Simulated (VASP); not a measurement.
Band structure of Ag$_{2}$S (space group P2_1/m). Level of theory: PBEsol GGA, VASP's PBE PAW potentials (set 64) (plane waves; VASP 6.6.1).

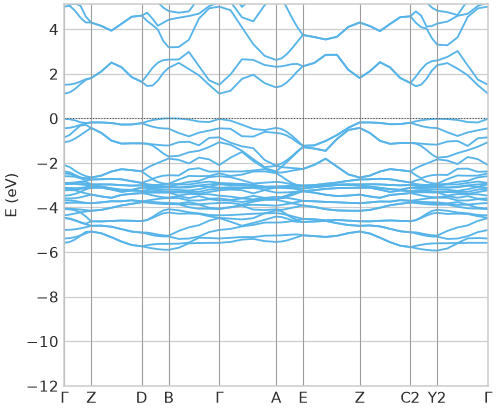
Fig. 1. Bands along high-symmetry lines, zero at the valence-band maximum or, without a gap, the Fermi level

Q: Read the plot: is there a gap, and where are the band edges?

A: The gap is indirect, 1.11 eV, from the valence maximum at B to the conduction minimum at Γ.

The structure comes from a computed database's Ag2S entry; how it stands against other phases isn't given here. The cell was not relaxed at this level.
